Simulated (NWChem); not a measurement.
# One shape, several levels: CH4FPSi (SMILES [H]/P=C(\F)[SiH3])

Wanted: a comparison of 3 runs (HF/STO-3G, HF/3-21G, B3LYP/6-31G*) of CH4FPSi. 

Program for the calculation: NWChem 7.3.0.

## 1. The molecule

CH4FPSi has 8 atoms, charge 0, and is taken as a singlet. As SMILES, `[H]/P=C(\F)[SiH3]`. Geometry: relaxed at GFN2-xTB.

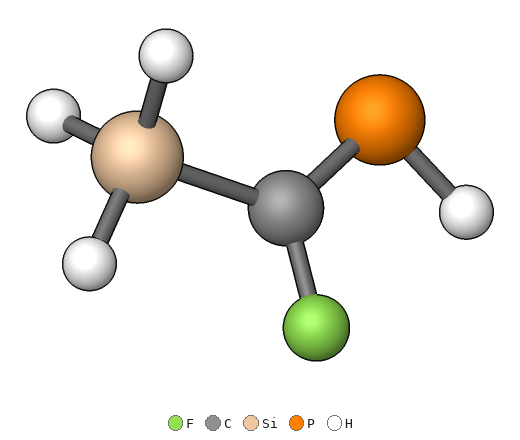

The structure, seen from a chosen angle (fluorine green, carbon grey, silicon light orange, phosphorus orange, hydrogen white).

## 2. Energy and forces at HF/STO-3G (run 1)

Input file m1.nw:

```
start m1
title "CH4FPSi"
memory 2200 mb

geometry noautosym nocenter noautoz
  F     -0.546240    -0.592320     1.614240
  C     -0.205290    -0.539460     0.298140
  Si     0.362990     1.165550    -0.318620
  P     -0.315880    -1.942890    -0.625010
  H     -0.555480     1.593170    -1.374050
  H      0.316640     2.057970     0.835960
  H      1.720360     1.024740    -0.845260
  H     -0.777100    -2.766740     0.414590
end

basis spherical bse
  F library STO-3G
  C library STO-3G
  Si library STO-3G
  P library STO-3G
  H library STO-3G
end

scf
  thresh 1e-08
  maxiter 80
  print medium
end

task scf gradient
```

On the command line:

```bash
$ nwchem m1.nw > m1.out
```

The program printed:

```text
[...]
  functions       =    32
[...]
  wavefunction    = RHF
[...]
         Total SCF energy =   -760.229586909482
      One-electron energy =  -1457.592043219264
      Two-electron energy =    497.731540371364
 Nuclear repulsion energy =    199.630915938418
        Time for solution =      2.8s
[...]
                         RHF ENERGY GRADIENTS
    atom               coordinates                        gradient
                 x          y          z           x          y          z
   1 F      -1.032244  -1.119322   3.050471   -0.000136  -0.004718  -0.003758
   2 C      -0.387942  -1.019432   0.563403    0.001642   0.031574   0.023907
   3 Si      0.685952   2.202570  -0.602104    0.001342   0.004532  -0.000481
   4 P      -0.596927  -3.671530  -1.181098   -0.001395  -0.029014  -0.022383
   5 H      -1.049705   3.010655  -2.596578   -0.015518   0.002581  -0.015407
   6 H       0.598363   3.888999   1.579735   -0.002436   0.008574   0.019479
   7 H       3.251009   1.936478  -1.597310    0.019771  -0.006271  -0.007162
   8 H      -1.468506  -5.228380   0.783461   -0.003270  -0.007257   0.005804
[...]
```

It took 5.1 s on 1 thread of Intel Xeon Platinum 8259CL at 2.50GHz (Skylake/Cascade Lake), shared host; peak memory 0.099 GiB.

## 3. Energy and gradient at HF/3-21G (run 2)

Input file run.py:

```python
from ase import Atoms
from ase.calculators.nwchem import NWChem

molecule = Atoms(['F', 'C', 'Si', 'P', 'H', 'H', 'H', 'H'], positions=[
    [-0.546240, -0.592320, 1.614240],
    [-0.205290, -0.539460, 0.298140],
    [0.362990, 1.165550, -0.318620],
    [-0.315880, -1.942890, -0.625010],
    [-0.555480, 1.593170, -1.374050],
    [0.316640, 2.057970, 0.835960],
    [1.720360, 1.024740, -0.845260],
    [-0.777100, -2.766740, 0.414590],
])

calc = NWChem(
    label='mol',
    theory='scf',
    memory='2200 mb',
    basis='3-21G',
    basispar='spherical bse',
    scf={'nopen': '0', 'rhf': None, 'thresh': '1e-08', 'maxiter': '80'},
)
molecule.calc = calc

forces = molecule.get_forces()
print(f"energy = {molecule.get_potential_energy():.6f} eV")
print("forces (eV/A):")
for s, f in zip(molecule.symbols, forces):
    print(f"{s:2s} {f[0]:10.5f} {f[1]:10.5f} {f[2]:10.5f}")
print("dipole (e A):", molecule.get_dipole_moment().round(4))
```

On the command line:

```bash
$ export ASE_NWCHEM_COMMAND="nwchem PREFIX.nwi > PREFIX.nwo"
$ python run.py
```

The program printed:

```text
energy = -20822.050862 eV
forces (eV/A):
F    -0.11637    0.27696    0.71142
C     0.00812   -0.24945   -0.24719
Si   -0.06294   -0.06438    0.17550
P     0.12701   -0.21412   -0.71677
H    -0.18126    0.22867   -0.30591
H     0.03317    0.35327    0.24503
H     0.37415    0.08978   -0.18106
H    -0.18183   -0.42068    0.31897
dipole (e A): [ 0.0823  0.242  -0.0938]
```

The calculator wrote mol.nwi:

```
title "mol"

permanent_dir mol

scratch_dir mol

start mol

geometry units angstrom nocenter noautosym noautoz
  F  -5.4623999999999995e-01 -5.9231999999999996e-01 1.6142399999999999e+00
  C  -2.0529000000000000e-01 -5.3946000000000005e-01 2.9814000000000002e-01
  Si 3.6298999999999998e-01 1.1655500000000001e+00 -3.1862000000000001e-01
  P  -3.1587999999999999e-01 -1.9428900000000000e+00 -6.2500999999999995e-01
  H  -5.5547999999999997e-01 1.5931700000000000e+00 -1.3740500000000000e+00
  H  3.1663999999999998e-01 2.0579700000000001e+00 8.3596000000000004e-01
  H  1.7203599999999999e+00 1.0247400000000000e+00 -8.4526000000000001e-01
  H  -7.7710000000000001e-01 -2.7667400000000000e+00 4.1459000000000001e-01
end

memory 2200 mb

basis spherical bse noprint
   * library 3-21G
end

scf
  nopen 0
  rhf
  thresh 1e-08
  maxiter 80
end

task scf gradient
```

mol.nwo (excerpt; [...] marks lines left out):

```text
[...]
      One-electron energy =  -1457.910836222538
[... 1 line left out ...]
 Nuclear repulsion energy =    199.630915938418
[... 42 lines left out ...]
                       ROHF Final Molecular Orbital Analysis
[... 220 lines left out ...]
     1   1 0 0      0.155523      0.000000     -9.637262
[...]
  wavefunction    =   RHF
                         RHF ENERGY GRADIENTS
    atom               coordinates                        gradient
                 x          y          z           x          y          z
   1 F      -1.032244  -1.119322   3.050471    0.002263  -0.005386  -0.013835
   2 C      -0.387942  -1.019432   0.563403   -0.000158   0.004851   0.004807
   3 Si      0.685952   2.202570  -0.602104    0.001224   0.001252  -0.003413
[... 4 lines of this table left out ...]
   8 H      -1.468506  -5.228380   0.783461    0.003536   0.008181  -0.006203
[...]
```

Wall time 6.3 s (1 thread of Intel Xeon Platinum 8259CL at 2.50GHz (Skylake/Cascade Lake), shared host); peak memory 0.1 GiB.

## 4. Energy and forces at B3LYP/6-31G(d) (Cartesian functions) (run 3)

Input file input.nw:

```
echo
start input
memory stack 880 mb heap 220 mb global 1100 mb
charge 0

geometry units angstroms noautosym nocenter noautoz
   F    -0.546240   -0.592320    1.614240
   C    -0.205290   -0.539460    0.298140
   Si    0.362990    1.165550   -0.318620
   P    -0.315880   -1.942890   -0.625010
   H    -0.555480    1.593170   -1.374050
   H     0.316640    2.057970    0.835960
   H     1.720360    1.024740   -0.845260
   H    -0.777100   -2.766740    0.414590
end

basis cartesian
   F library 6-31G*
   C library 6-31G*
   Si library 6-31G*
   P library 6-31G*
   H library 6-31G*
end

dft
   xc b3lyp
   grid xfine
   convergence energy 1e-08
   maxiter 100
   mulliken
end

task dft gradient
```

On the command line:

```bash
$ nwchem input.nw > input.out
```

The program printed:

```text
[...]
          Wavefunction type:  closed shell.
          No. of atoms     :     8
          No. of electrons :    48
[...]
          Charge           :     0
          Spin multiplicity:     1
[...]
          AO basis - number of functions:    76
[...]
              XC Information
              --------------
                         B3LYP Method XC Potential
                     Hartree-Fock (Exact) Exchange  0.200
                        Slater Exchange Functional  0.800 local
                    Becke 1988 Exchange Functional  0.720 non-local
              Lee-Yang-Parr Correlation Functional  0.810
                  VWN I RPA Correlation Functional  0.190 local
[...]
 d= 0,ls=0.0,diis     1   -771.0633979979 -9.71D+02  1.53D-02  6.98D-01     4.7
[...]
 d= 0,ls=0.0,diis    11   -771.1387118589 -1.35D-10  3.01D-07  7.70D-10    42.1
         Total DFT energy =     -771.138711858916
      One electron energy =    -1463.591425571023
           Coulomb energy =      554.364979704514
    Exchange-Corr. energy =      -61.543181930825
 Nuclear repulsion energy =      199.630915938418
[...]
      Total Density - Mulliken Population Analysis
     ---------------------------------------------
    Atom       Charge   Shell Charges
 -----------   ------   -------------------------------------------------------
    1 F    9     9.26   1.99  0.95  3.30  0.97  1.99  0.06
    2 C    6     5.98   1.99  0.73  1.88  0.59  0.76  0.03
    3 Si  14    13.67   2.00  1.99  5.96  1.04  1.96  0.23  0.34  0.14
    4 P   15    14.96   2.00  1.99  5.97  1.30  2.33  0.54  0.79  0.05
    5 H    1     1.05   0.52  0.53
    6 H    1     1.04   0.52  0.53
    7 H    1     1.05   0.52  0.53
    8 H    1     1.00   0.51  0.48
[...]
  wavefunction    = closed shell
                         DFT ENERGY GRADIENTS
    atom               coordinates                        gradient
                 x          y          z           x          y          z
   1 F      -1.032244  -1.119322   3.050471   -0.001274  -0.007109  -0.001387
   2 C      -0.387942  -1.019432   0.563403    0.003004   0.005708  -0.007025
   3 Si      0.685952   2.202570  -0.602104    0.003667   0.010769  -0.003750
   4 P      -0.596927  -3.671530  -1.181098   -0.004439  -0.001447   0.016291
   5 H      -1.049705   3.010655  -2.596578    0.003774  -0.004834   0.005948
   6 H       0.598363   3.888999   1.579735   -0.000562  -0.007184  -0.005439
   7 H       3.251009   1.936478  -1.597310   -0.007651  -0.001957   0.003375
   8 H      -1.468506  -5.228380   0.783461    0.003481   0.006053  -0.008013
[...]
```

Wall time 56 s (1 thread of Intel Xeon Platinum 8259CL at 2.50GHz (Skylake/Cascade Lake), shared host); peak memory 0.14 GiB.

## 5. Overview of the runs

| run | level | Cartesian functions | iteration cap | energy (Eh) | dipole moment (D) | HOMO energy (eV) | LUMO energy (eV) | wall time |
| --- | --- | --- | --- | --- | --- | --- | --- | --- |
| 1 | HF/STO-3G | no | 80 | -760.229587 | 1.02 | -6.07 | 6.46 | 5.1 s |
| 2 | HF/3-21G | no | 80 | -765.196262 | 1.31 | -9.63 | 1.47 | 6.3 s |
| 3 | B3LYP/6-31G* (Cartesian functions) | yes | 100 | -771.138712 | 0.89 | -6.97 | -1.95 | 56 s |

## 6. Summary of results

```
                       quantity          value
            run 3: total energy  -771.13871 Eh
           run 3: dipole moment         0.89 D
             run 3: HOMO energy       -6.97 eV
             run 3: LUMO energy       -1.95 eV
           run 3: HOMO–LUMO gap        5.02 eV
run 3: largest force on an atom     0.871 eV/Å
```

**Reading.** The dipole moment (its size) runs from 0.89 D (B3LYP/6-31G*) to 1.31 D (HF/3-21G). The two ends differ in method and basis. The HOMO–LUMO gap runs from 5.02 eV (B3LYP/6-31G*) to 12.53 eV (HF/STO-3G). In run 1 the basis is minimal, so the values are rough. All runs together took 68 s, the longest 56 s.
